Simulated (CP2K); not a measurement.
Band structure of Ca3GeN (Pm-3m, 5 atoms in the cell).

```
Ca3GeN
1.0
    4.80418     0.00000     0.00000
    0.00000     4.80418     0.00000
    0.00000     0.00000     4.80418
Ca Ge N
3 1 1
Direct
  0.50000   0.00000   0.50000
  0.00000   0.50000   0.50000
  0.50000   0.50000   0.00000
  0.00000   0.00000   0.00000
  0.50000   0.50000   0.50000
```

Level of theory: CP2K 2026.2 with LDA (Pade form), GPW, DZVP-MOLOPT-SR-GTH basis, GTH-PADE potentials (GTH_POTENTIALS).

Settings: CUTOFF = 500 Ry; REL_CUTOFF = 50 Ry; SMEAR/METHOD = FERMI_DIRAC; ELECTRONIC_TEMPERATURE = 1160.45 K; KPOINTS/SCHEME = MONKHORST-PACK 7 7 7; XC_FUNCTIONAL = PADE; Ca/BASIS_SET = DZVP-MOLOPT-SR-GTH; Ca/POTENTIAL = GTH-PADE-q10; Ge/BASIS_SET = DZVP-MOLOPT-SR-GTH; Ge/POTENTIAL = GTH-PADE-q4; N/BASIS_SET = DZVP-MOLOPT-SR-GTH; N/POTENTIAL = GTH-PADE-q5; METHOD = GPW; EPS_DEFAULT = 1e-10.

The starting cell comes from a database of computed structures (which also holds hypothetical and non-ambient phases and stackings), without a prior relaxation at this level. Values carry the incompleteness of an atom-centred basis.

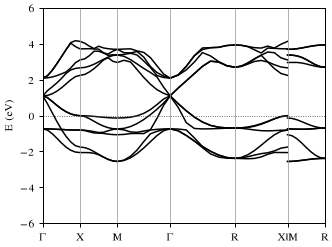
Figure. Bands along the path, energies from the Fermi level.

Levels in eV from the Fermi level, bands 17 to 22:
```csv
point,17,18,19,20,21,22
Γ,-0.74,1.09,1.09,1.10,1.10,1.10
X,-0.81,-0.81,-0.01,-0.01,2.24,2.66
M,-1.07,-0.75,-0.75,-0.13,2.96,3.38
R,-2.38,-0.70,-0.70,-0.70,2.69,2.69
```

Bands cross the Fermi level along this path, so the cell is metallic at this level.

Higher empty bands are left out: an atom-centred basis made for the valence describes them poorly.
